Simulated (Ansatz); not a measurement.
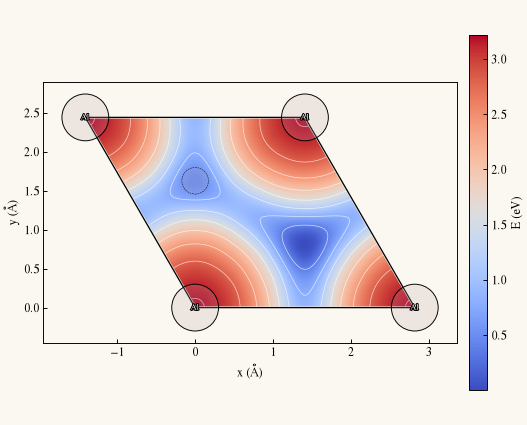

O on an Al(111) slab cut from the Fm-3m phase, its upper half relaxed before the scan (12 atoms of substrate and one adsorbate in a 2 × 2 cell). O is moved over the surface cell; relaxed at each place: the height of the adsorbate's atoms; substrate rigid; the origin of the map has the adsorbate above Al9. Places are given modulo a cell vector. The map is drawn in real space over the plane of the surface. The grid has 6 × 6 points; 10 points were computed and 26 follow by symmetry. Places are given in fractions of the 1 × 1 surface cell. Energies: eV, counted from the lowest grid point. This map comes from Ansatz, DFT LDA, scalar-relativistic, plane waves, PAW. Settings: cutoff 420 eV, k-mesh 6×6×1, gaussian smearing 0.1 eV, no spin polarisation.

In the figure: a smooth colour map with a few white contour lines, labelled circles for the atoms of the top layer and small ones for the second layer, the outline of one cell of the plane. Between grid points the surface is interpolated.

The lowest grid point is at a threefold hollow over a third-layer Al atom, (4/6, 2/6) of the cell vectors. There is a further well near a threefold hollow over a second-layer Al atom, (2/6, 4/6) of the cell vectors (0.48 eV above the lowest at that grid point). The highest grid point, the top site over a surface Al atom, (0/6, 0/6) of the cell vectors, lies 3.22 eV above the lowest. On the interpolated surface the easiest way out of the lowest well to the well at a threefold hollow over a second-layer Al atom, (2/6, 4/6) of the cell vectors passes a barrier of about 0.93 eV. At the lowest point the adsorbate has 3 Al at 1.83 Å as nearest neighbours, at the highest 1 Al at 1.65 Å. Its relaxed height above the top atom is 0.83 Å at the lowest and 1.65 Å at the highest point.

The level of theory is changed to Ansatz 0.2.0, DFT PBE, scalar-relativistic, plane waves, PAW; with it change the cell, relaxed at the new level (first cell vector 5.714 Å, before 5.634 Å).

> How does the landscape change?

The lowest place stays at a threefold hollow over a third-layer Al atom, (4/6, 2/6) of the cell vectors. The span from the lowest to the highest grid point shrinks from 3.22 to 2.92 eV. The easiest pass out of the lowest well goes from about 0.93 to about 0.85 eV on the interpolated surfaces. Higher wells of the new map: a threefold hollow over a second-layer Al atom, (2/6, 4/6) of the cell vectors, 0.46 eV up (that grid point lay 0.48 eV up before). In the new map: at the lowest point the adsorbate has 3 Al at 1.86 Å as nearest neighbours, at the highest 1 Al at 1.67 Å. Its relaxed height above the top atom is 0.85 Å at the lowest and 1.67 Å at the highest point.

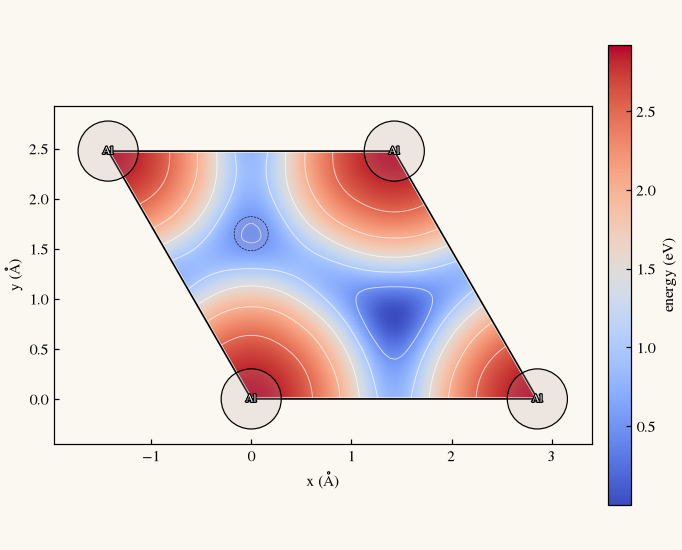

The map after the change, on a colour scale of its own. In the figure: a smooth colour map with a few white contour lines, labelled circles for the atoms of the top layer and small ones for the second layer, the outline of one cell of the plane. Between grid points the surface is interpolated.
